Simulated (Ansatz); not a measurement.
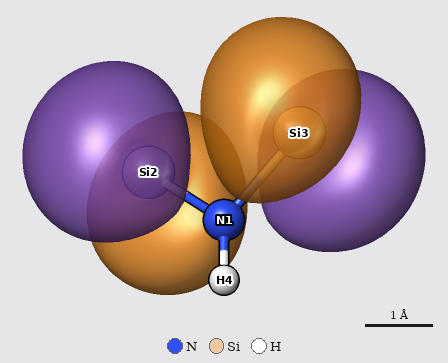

HNSi2 (charge +1, doublet). The LUMO (α) at ±0.08 Å⁻³ᐟ² (orange and purple are the two phases), seen at a tilt.

Geometry: B3LYP/6-31G*.

Computed with isolated molecule in a Gaussian basis; Kohn-Sham density functional theory, functional PBE0 in Ansatz.

Question: Describe this orbital and give its energy.

Answer: It lies mainly on Si2 (about 45 %) and Si3 (about 45 %); it changes sign across the molecular plane (π type). Its energy is −7.88 eV.
